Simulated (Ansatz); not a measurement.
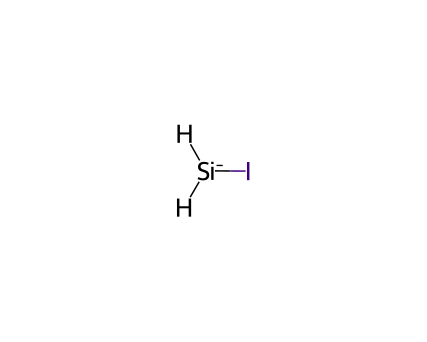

The drawing above gives the connectivity. The species has charge −1 and is a spin singlet. The computed structure is the end point of a PBE0-D4/def2-TZVPD optimisation. No frequency run is at hand to confirm it as a minimum.

What does the molecule look like in three dimensions?

The species is H2ISi(-). Its SMILES string is `[SiH2-]I`. Among its groups: Si–H bond. Coordination: 1 Si trigonal pyramidal.

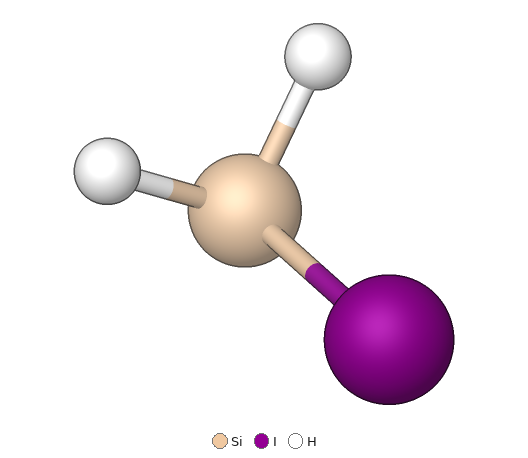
